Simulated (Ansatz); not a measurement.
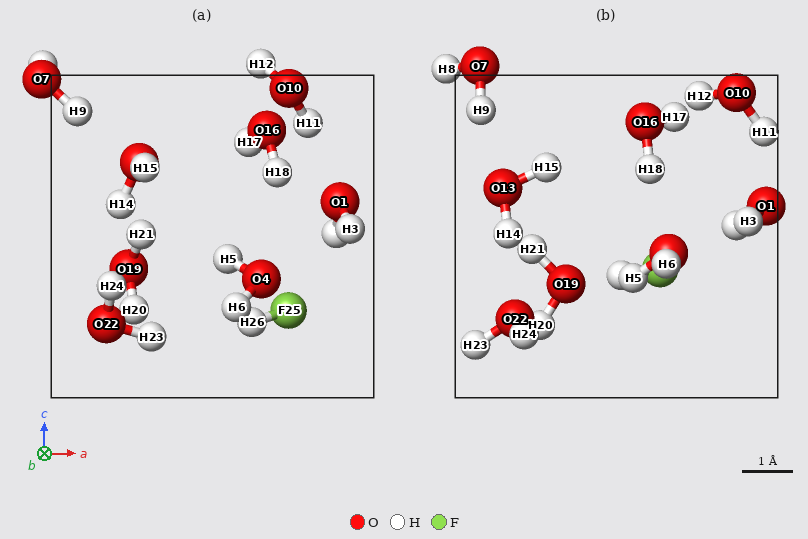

The structure of an amorphous cell of composition H₁₇O₈F before (left) and after (right) a relaxation, at one scale.

The picture is a ball-and-stick view of the cell of the calculation, seen along the b axis.

The cell holds 8 H2O + 1 HF. The run prepares the start of a later molecular dynamics calculation, from a guessed geometry.

These are results of Ansatz, DFT r2SCAN-D3(BJ), scalar-relativistic, plane waves, PAW, not measurements.

Input
```yaml
crystal:
  lattice:
    - [6.495065, 0.0, 0.0]
    - [0.0, 6.495065, 0.0]
    - [0.0, 0.0, 6.495065]
  atoms:
    - { symbol: O, position: [0.8956868, 0.8551122, 0.6078824] }
    - { symbol: H, position: [0.8845802, 0.9669867, 0.5099106] }
    - { symbol: H, position: [0.926865, 0.7361988, 0.5234711] }
    - { symbol: O, position: [0.6519531, 0.387111, 0.3681574] }
    - { symbol: H, position: [0.5479235, 0.4739589, 0.430391] }
    - { symbol: H, position: [0.5742269, 0.2949661, 0.2803754] }
    - { symbol: O, position: [-0.0288159, 0.6824859, 0.9875416] }
    - { symbol: H, position: [-0.0258533, 0.8250899, 1.0310509] }
    - { symbol: H, position: [0.0815685, 0.6729194, 0.8877344] }
    - { symbol: O, position: [0.7374636, 0.1420331, 0.9591349] }
    - { symbol: H, position: [0.7959277, 0.2272704, 0.851644] }
    - { symbol: H, position: [0.6500397, 0.2354637, 1.0357216] }
    - { symbol: O, position: [0.2734751, 0.2497324, 0.7298405] }
    - { symbol: H, position: [0.2156193, 0.2938939, 0.599686] }
    - { symbol: H, position: [0.290465, 0.102467, 0.7136545] }
    - { symbol: O, position: [0.6686614, 0.5300942, 0.8295863] }
    - { symbol: H, position: [0.6127853, 0.6632627, 0.7924147] }
    - { symbol: H, position: [0.7008986, 0.4666439, 0.6985422] }
    - { symbol: O, position: [0.2408165, 0.7440977, 0.400097] }
    - { symbol: H, position: [0.2568386, 0.6674333, 0.2731971] }
    - { symbol: H, position: [0.279107, 0.646593, 0.5062309] }
    - { symbol: O, position: [0.1711806, 0.2235004, 0.2290021] }
    - { symbol: H, position: [0.3110303, 0.256936, 0.189482] }
    - { symbol: H, position: [0.1874972, 0.1341299, 0.3472578] }
    - { symbol: F, position: [0.7360596, 0.8836575, 0.2705061] }
    - { symbol: H, position: [0.6223466, 0.8033779, 0.2344704] }
basis:
  ecutwfc: 500.0
kpoints:
  mp_grid: { grid: [1, 1, 1] }
hamiltonian:
  xc: r2scan
  dispersion: d3bj
scf:
  occupations: { method: fermi_dirac, width: 0.05 }
  lower_state_search: "off"
relax:
  f_tol: 0.3
  max_steps: 15
  adjacent_minimum: "off"
```

Run as
```bash
ansatz run input.yaml --threads 1 --pin off --max-ram 3072MiB --backend cpu --events-out ev --progress --plain --runs-dir out
```

What changed between the two?

The relaxation stopped without meeting its thresholds, so the last structure isn't shown to be converged. It used up its limit of 15 steps. Over 14 geometry steps the energy falls by 178 meV per atom. Largest force component: 1.7 eV/Å at the start, 0.74 eV/Å at the end. H23 moves most: 1.63 Å roughly along −a. By element the largest moves are H 1.63 Å, F 1.15 Å, O 1.07 Å. The cell stays as it was. Among the contacts that change: F25–H26 0.934 → 0.984 Å, O10–H11 0.969 → 0.987 Å, O13–H14 0.969 → 0.984 Å, O13–H15 0.969 → 0.974 Å. Cost: 94 s on 1 thread of AMD EPYC 9R45 96-Core Processor (Zen 5), on a shared host, peak memory 0.86 GiB.

Limits of the set-up: the periodic images lie only 6.5 Å apart, so the values are limited by the cell's size.
